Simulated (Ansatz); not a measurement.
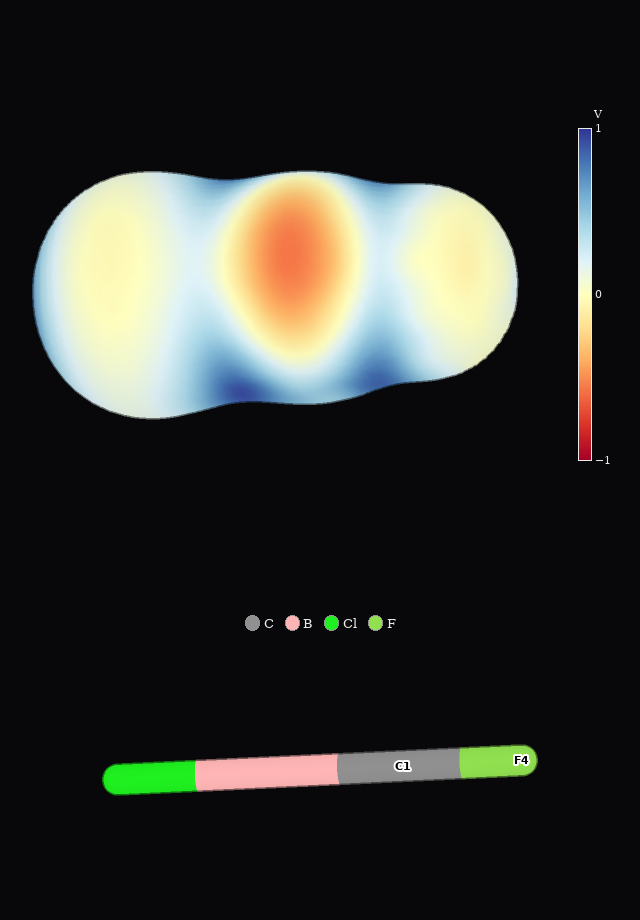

Figure. CBClF (SMILES F/[C]=B/Cl) (doublet). The electrostatic potential painted on the density surface at 0.002 e/bohr³, seen at a tilt; red is negative and blue positive. The bare structure is drawn below in the same view.

Geometry: PBE0-D3(BJ)/def2-SVP.

These are results of Ansatz, isolated molecule in a Gaussian basis; Kohn-Sham density functional theory, functional PBE0, not measurements.

> Where is the surface potential most negative and most positive?

The most negative region (about −0.6 V) lies over C1, the most positive (about +0.9 V) over B2. Cl3 shows a σ-hole: about +0.8 V at the tip opposite its bond, against about +0.1 V on its flanks.

> How polar is the molecule by this calculation?

Its dipole moment is 0.22 D.
